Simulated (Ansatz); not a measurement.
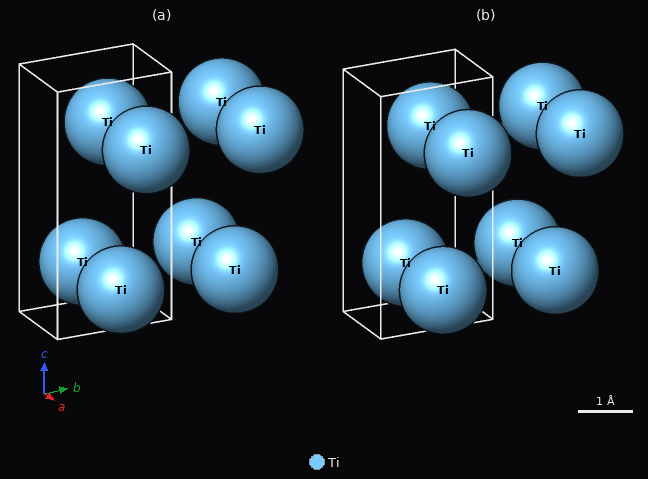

The structure of crystalline Ti (built on the hcp type) before (left) and after (right) a relaxation, at one scale.

A spheres-only model of the cell of the calculation, repeated 2 × 2 × 1 with one cell outlined, seen slightly off an axis.

All numbers below come from DFT PBEsol, scalar-relativistic, plane waves, PAW in Ansatz 0.2.0.

Input file:
```yaml
crystal:
  lattice:
    - [2.95, 0.0, 0.0]
    - [-1.475, 2.5547749412, 0.0]
    - [0.0, 0.0, 4.6846]
  atoms:
    - { symbol: Ti, position: [0.3333333333, 0.6666666667, 0.75] }
    - { symbol: Ti, position: [0.6666666667, 0.3333333333, 0.25] }
basis:
  ecutwfc: 420
  ecutrho_ratio: 4
kpoints:
  mp_grid: { grid: [16, 16, 10] }
hamiltonian:
  xc: pbesol
scf:
  occupations: { method: gaussian, width: 0.05 }
output:
  forces: true
  stress: true
  eigenvalues: true
relax:
  f_tol: 0.01
  max_steps: 60
  cell: { stress_tol: 0.15 }
```

Question: What changed between the two?

Answer: The atoms keep their places relative to the cell (all moves are under 0.005 Å). Cell: a = b 2.950 → 2.900 Å (−1.7 %), c 4.685 → 4.589 Å (−2.0 %). Volume −5.3 %. Among the contacts that change: Ti1–Ti2 2.896 → 2.840 Å, Ti1–Ti1 2.950 → 2.900 Å. The space group stays P6_3/mmc (No. 194). Over 2 accepted moves (4 points after the start) the energy falls by 36.0 meV per cell of the calculation. All forces vanish by symmetry, so only the cell relaxes. The pressure goes from −5.89 to 0.05 GPa. The line search rejected the trial step at point 1 of the run. At 1 point the geometry stayed and the basis and grid were re-selected for the new cell (energy shift of 0.1 meV per cell of the calculation at most each time).
